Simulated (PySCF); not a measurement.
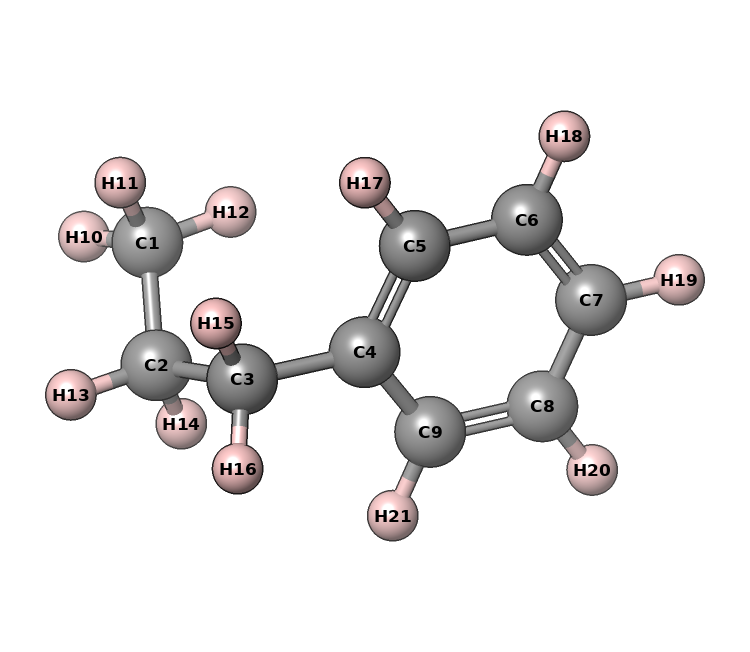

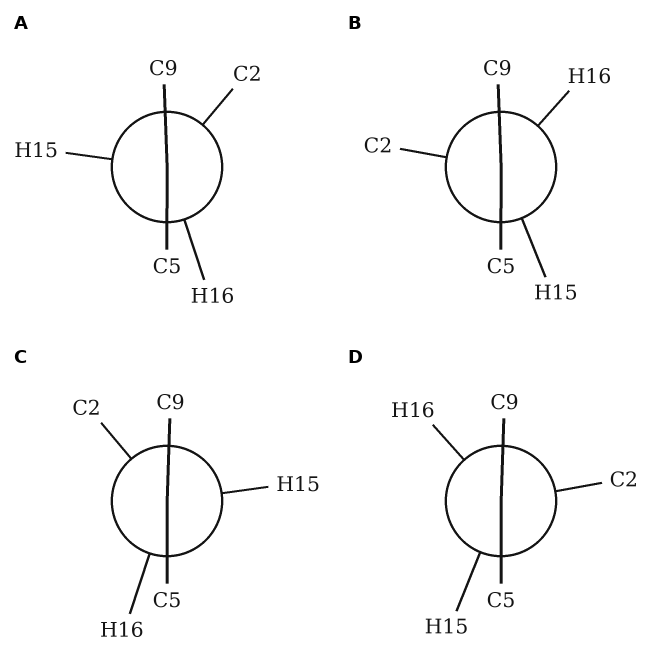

Atoms fade into the background with distance from the viewer. Bonds that would overlap in a projection are set slightly apart. The computed structure is the end point of a PBE0-D3(BJ)/def2-SVP optimisation. No frequency run is at hand to confirm it as a minimum.

### Which Newman projection shows the view along C4–C3, with C4 in front?

B. The torsion angle C5–C4–C3–C2 is 100°, anticlinal.
